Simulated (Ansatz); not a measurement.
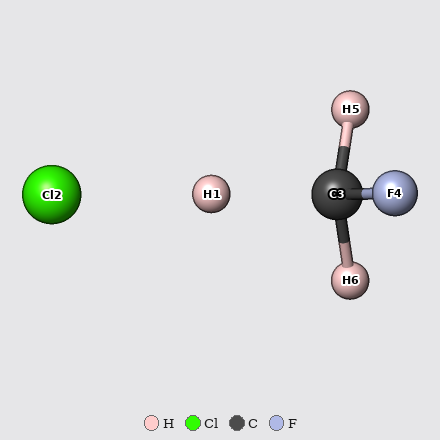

The system is the reacting system CH₃ClF (fragments ClH + CH₂F where the first distance is long, CH₃F + Cl where the second is long), spin multiplicity 2; the picture shows the reference structure. First axis: distance H1–C3 (bond that forms). Second axis: distance H1–Cl2 (bond that breaks). Relaxed at each point: all other coordinates. The grid has 13 × 13 points. At 19 points there is no value. Points are written as (first, second). Energies are in kJ/mol, from the lowest grid point. Theory: UKS r2SCAN0-D4/def2-SVP (Ansatz).

Its coordinates:

```tsv
atom	x (Å)	y (Å)	z (Å)
H	0.0419	-0.7952	0.0423
Cl	-0.2417	-2.4659	-0.4081
C	0.0244	0.5927	0.0500
F	0.7420	1.0221	1.0747
H	-1.0422	0.8105	0.1573
H	0.4757	0.8357	-0.9163
```

Range: distance H1–C3 (bond that forms) from 0.963 to 2.463 Å; distance H1–Cl2 (bond that breaks) from 1.197 to 2.997 Å.

**Predict the map.**

The lowest grid point is at (2.308 Å, 1.278 Å). Other grid points that lie below all their neighbours: (1.123 Å, 1.954 Å) (5.0 kJ/mol higher). The energy also falls towards the edge at (1.123 Å, 2.997 Å) (6 kJ/mol above the lowest), where a further well may lie outside the range. The highest grid point, (0.963 Å, 1.197 Å), lies 338 kJ/mol above the lowest.

```
second ↓, first →  0.963  1.030  1.123  1.228  1.343  1.465  1.594  1.728  1.867  2.010  2.157  2.308  2.463
            2.997      –      –      6     27     67    118    173    227      –      –      –      –      –
            2.811     45     15      7     27     66    116    170    222    270    310      –      –      –
            2.630     47     16      7     26     64    113    165    215    261    299    327      –      –
            2.453     48     16      7     24     61    108    158    206    249    284    310    330      –
            2.281     49     16      6     22     57    101    148    192    231    263    288    307      –
            2.115     51     18      5     19     51     91    134    173    207    234    256    273      –
            1.954     57     21      5     15     42     77    113    146    174    195    213    226    237
            1.800     66     27      6     10     30     58     86    110    130    146    159    169    177
            1.653     84     40     12      7     18     36     54     69     82     93    101    108    113
            1.515    115     64     27     11     10     16     24     31     38     44     48     52      –
            1.389    168    108     59     30     16      9      7      7      8      9     11     13      –
            1.278    248    178    115     72     43     25     14      7      3      1      0      0      –
            1.197    338    258    183    128     89     62     43     31     24     19     17     15      –
```

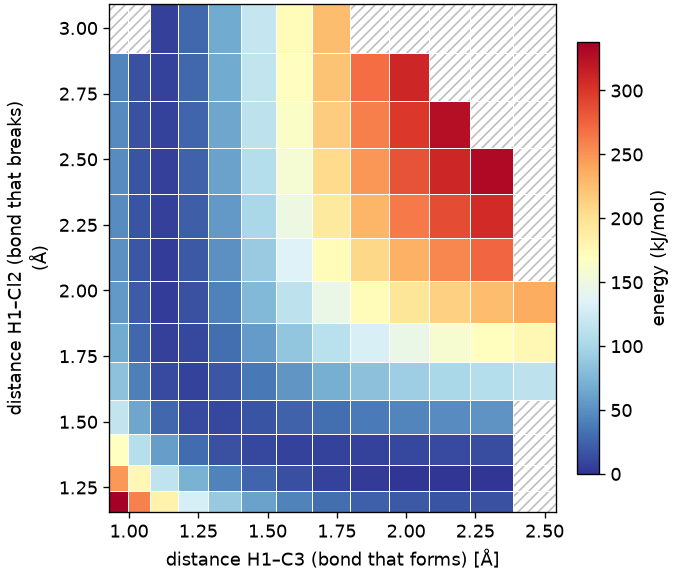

The picture shows one coloured cell a grid point, hatched blanks where no value was computed.

Time for the 150 points that were run: 39 min on 1 thread of AMD EPYC 9R45 96-Core Processor (Zen 5) (shared host).
